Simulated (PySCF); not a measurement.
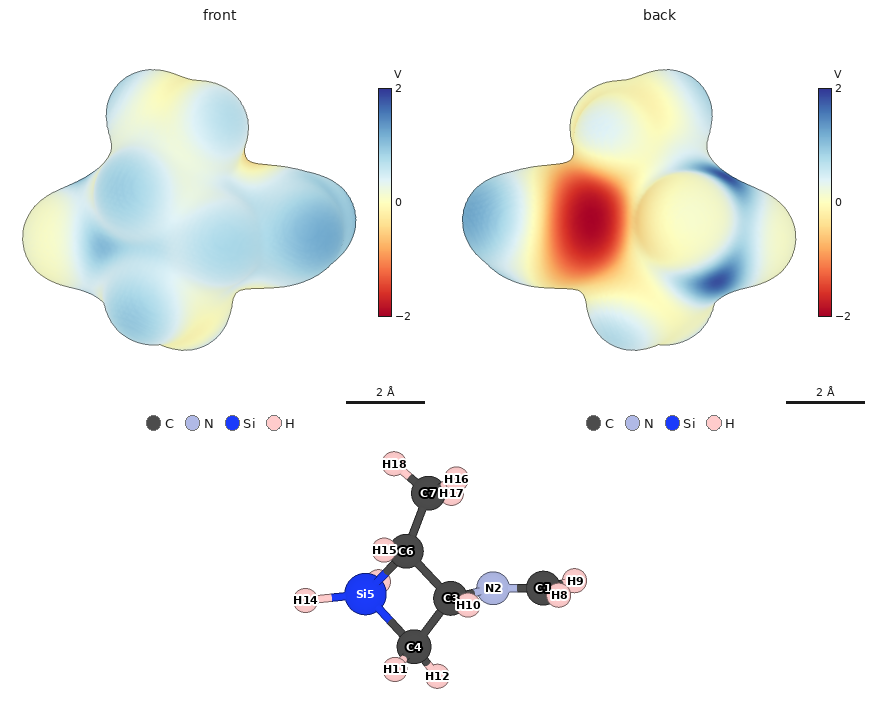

The picture shows: C$_{5}$H$_{11}$NSi. The molecular electrostatic potential painted on the density surface at 0.004 e/bohr³, seen from the front and from behind; the colour scale runs from red (negative) to blue (positive). The bare structure is drawn below in the same view.

Geometry: GFN2-xTB.

Computed with PBE0/pcSseg-1, SCF density, gas phase, non-relativistic (PySCF).

| atom | x (Å) | y (Å) | z (Å) |
| --- | --- | --- | --- |
| C | 2.3565 | -0.3881 | 0.8032 |
| N | 1.3441 | 0.1926 | 0.3574 |
| C | 0.4152 | -0.4949 | -0.4761 |
| C | 0.2447 | 0.3401 | -1.7652 |
| Si | -1.2258 | 1.2657 | -0.9735 |
| C | -1.0160 | -0.3130 | 0.0935 |
| C | -1.1322 | -0.2884 | 1.6065 |
| H | 2.6053 | -1.4390 | 0.6048 |
| H | 3.0440 | 0.1679 | 1.4247 |
| H | 0.7067 | -1.5478 | -0.6438 |
| H | -0.0331 | -0.2961 | -2.6028 |
| H | 1.1429 | 0.8876 | -2.0382 |
| H | -0.8832 | 2.5156 | -0.3054 |
| H | -2.4563 | 1.3760 | -1.7598 |
| H | -1.6368 | -1.1252 | -0.2954 |
| H | -0.8122 | -1.2382 | 2.0365 |
| H | -0.5084 | 0.4998 | 2.0202 |
| H | -2.1641 | -0.1082 | 1.9018 |

**Which sites attract a positive test charge, and which a negative one?**

A positive charge is drawn to the negative regions and a negative charge to the positive ones. The most negative region (about −1.9 V) lies over N2, the most positive (about +1.7 V) over Si5. N2 is the likeliest acceptor of a hydrogen bond.

**What dipole moment does the calculation give?**

Its dipole moment is 1.34 D.
